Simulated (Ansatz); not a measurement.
A computed series for GaSe: response to strain

The parent structure is GaSe in the beta-GaS type structure (space group P6_3/mmc, No. 194; layered, stacked along the Cartesian z axis).

```
CELL_PARAMETERS angstrom
      3.76901     0.00000     0.00000
     -1.88451     3.26406     0.00000
      0.00000     0.00000    15.95971
ATOMIC_POSITIONS crystal
  Ga 0.33333 0.66667 0.17345
  Ga 0.66667 0.33333 0.67345
  Ga 0.66667 0.33333 0.82655
  Ga 0.33333 0.66667 0.32655
  Se 0.33333 0.66667 0.59959
  Se 0.66667 0.33333 0.09959
  Se 0.66667 0.33333 0.40041
  Se 0.33333 0.66667 0.90041
```

Cartesian axes are those of the cell as printed.

Strains are applied to the cell and any free atomic positions relax; under biaxial strain the out-of-plane vector relaxes too.

Calculations: DFT with PBE-D3(BJ), PAW potentials and a 420 eV plane-wave cutoff in Ansatz (a program for electronic structure), no spin-orbit coupling.

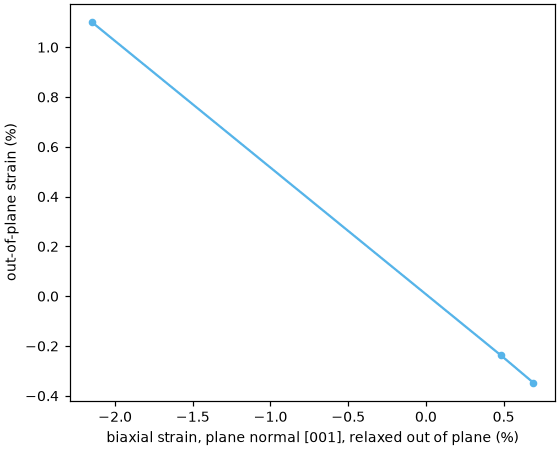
Fig. 1. Out-of-plane strain against biaxial strain, plane normal [001], relaxed out of plane

```json
[
 {"biaxial strain, plane normal [001], relaxed out of plane (%)": "-2.15", "out-of-plane strain": "+1.10 %"},
 {"biaxial strain, plane normal [001], relaxed out of plane (%)": "0.48", "out-of-plane strain": "-0.24 %"},
 {"biaxial strain, plane normal [001], relaxed out of plane (%)": "0.69", "out-of-plane strain": "-0.35 %"}
]
```

Whether these cells are dynamically stable was not tested.
